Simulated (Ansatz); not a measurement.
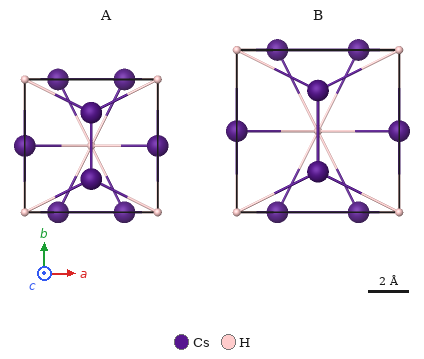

Two geometries of solid Cs₃H (a generated structure, set up in Pm-3n) (coarse preliminary run), drawn at one scale. One is the start of a relaxation, the other its converged end. A ball-and-stick model of the cell of the calculation, seen along the c axis.

These are results of Ansatz 0.2.0, DFT PBE, scalar-relativistic, plane waves, PAW, not measurements. Set-up: plane-wave cutoff 420 eV; k-point mesh 4 × 4 × 4; occupations gaussian; smearing width 0.1 eV; no spin polarisation; cell and atoms relaxed; force threshold 0.04 eV/Å; at most 70 steps.

> Which geometry has the lower energy?

Structure B is the relaxed one. After 5 accepted moves (6 points after the start) the energy has fallen by 348 meV per atom. All forces vanish by symmetry, so only the cell relaxes. Pressure: 4.19 GPa at the start and 0.24 GPa at the end. The SCF was repeated once at an unchanged geometry on a basis and grid sized afresh for the cell, which shifted the energy by 16.1 meV per atom at most. The atoms keep their places relative to the cell (all moves are under 0.005 Å). The volume changes by +82.4 %, with a = b = c 6.757 → 8.256 Å (+22.2 %). Near-neighbour distances that change, for instance: Cs–H 3.777 → 4.615 Å, Cs–Cs 3.378 → 4.128 Å. The space group stays Pm-3n (No. 223).
